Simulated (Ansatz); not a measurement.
Geometry optimisation.

```
crystal:
  lattice:
    - [0.0, 3.947926, 0.0]
    - [3.947926, 0.0, 0.0]
    - [1.973963, 1.973963, -4.744999]
  atoms:
    - { symbol: P, position: [0.376, 0.376, 0.248] }
    - { symbol: P, position: [0.624, 0.624, 0.752] }
    - { symbol: Hg, position: [0.0, 0.0, 0.0] }
    - { symbol: Ni, position: [0.75, 0.25, 0.5] }
    - { symbol: Ni, position: [0.25, 0.75, 0.5] }
  symmetry: { tolerance: 0.0003 }
kpoints:
  mp_grid: { grid: [5, 5, 5], shift: [0, 0, 0] }
magnetization:
  spin_polarized: false
scf:
  occupations: { method: fermi_dirac }
  n_extra_bands: 8
hamiltonian:
  pseudopotentials: { kind: paw }
  xc: lda
  dispersion: d4
basis:
  ecutwfc: 420
output:
  forces: true
  stress: true
  eigenvalues: true
relax:
  max_steps: 40
  cell: {}
```

Command:
```bash
ansatz run input.yaml --threads 1 --pin off --max-ram 2560MiB --backend cpu --events-out ev --progress --plain --runs-dir out
```

How does the optimisation go?

Answer. The optimisation met its thresholds at geometry 6, counting the start as the first. The energy fell by about 100 meV/atom from the first step to the last. The largest force component goes from about 0.6 eV/Å at the start to 1.1 × 10⁻³ eV/Å at the end. The volume shrinks from 14.8 to 13.2 Å³ per atom (−11 %), overshooting to 13.0 at step 3.

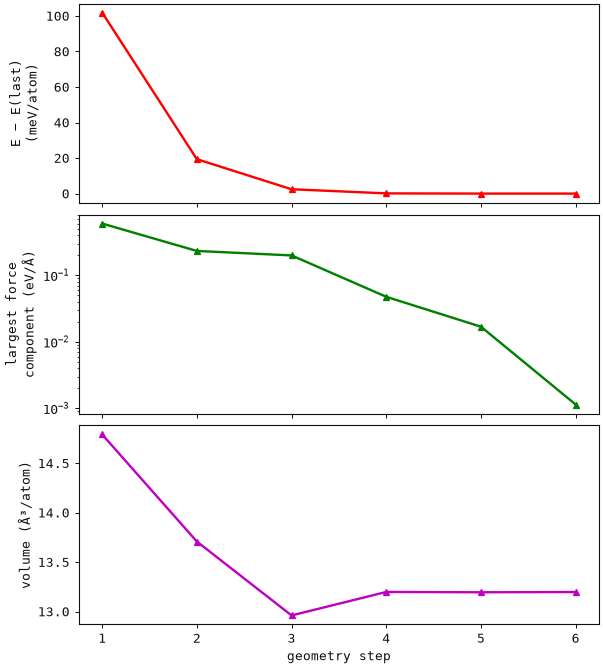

History of the run, step by step. Atoms and cell relax. A closing SCF on a freshly chosen basis isn't drawn.
